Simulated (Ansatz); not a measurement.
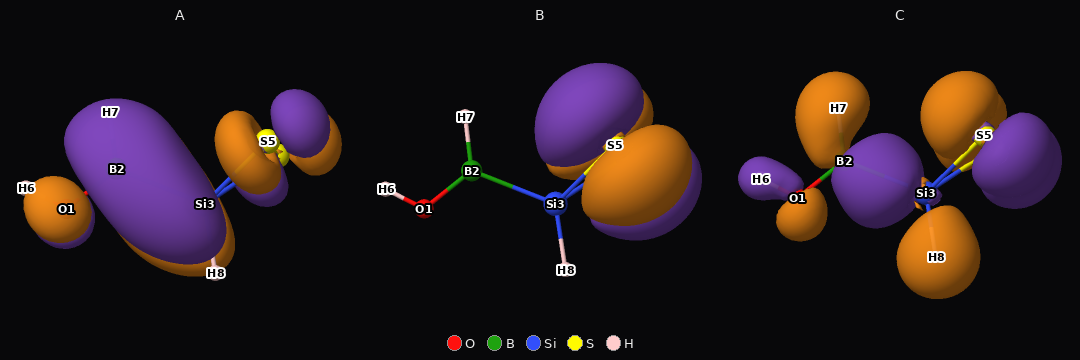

BH3OS2Si. Three frontier orbitals at ±0.08 Å⁻³ᐟ² (orange and purple are the two phases), in no order.

All numbers below come from RKS CAM-B3LYP-D4/def2-SVP in Ansatz 0.2.0.

The calculation's input:

```
crystal:
  periodic: [false, false, false]
  atoms:
    - { symbol: O, position_ang: [-0.0206, 1.1536, 1.6784] }
    - { symbol: B, position_ang: [0.7003, 0.5578, 0.6045] }
    - { symbol: Si, position_ang: [-0.0381, -0.9933, -0.3249] }
    - { symbol: S, position_ang: [-1.7488, -0.5155, -1.3228] }
    - { symbol: S, position_ang: [0.0006, -0.8165, -2.4511] }
    - { symbol: H, position_ang: [-0.6185, 1.8947, 1.1999] }
    - { symbol: H, position_ang: [1.7876, 0.9944, 0.3057] }
    - { symbol: H, position_ang: [0.0297, -2.3323, 0.2544] }
basis:
  gaussian: { orbitals: def2-SVP }
hamiltonian:
  xc: cam_b3lyp
  dispersion: d4
relax:
  f_tol: 0.015
  max_steps: 40
output:
  orbitals: {}
```

Command:

```sh
ansatz run input.yaml --threads 2 --pin off --max-ram 3072MiB --backend cpu --events-out ev --progress --plain --runs-dir out
```

The fields are those of the relaxed geometry.

> Which picture is the HOMO−1, the HOMO and the LUMO?

C is the HOMO−1 (−9.16 eV). By Hirshfeld shares it lies mainly on S4 (about 20 %), S5 (about 20 %), Si3 (about 20 %), B2 (about 15 %) and H8 (about 10 %). B is the HOMO (−7.29 eV). By Hirshfeld shares it lies mainly on S4 (about 45 %) and S5 (about 45 %); π-antibonding (π*) across S4–S5. A is the LUMO (−0.69 eV). By Hirshfeld shares it lies mainly on B2 (about 35 %), Si3 (about 30 %), O1 (about 10 %), S4 (about 10 %) and S5 (about 10 %); π-bonding across B2–Si3.

> What is the HOMO–LUMO gap?

6.60 eV between the orbital energies.
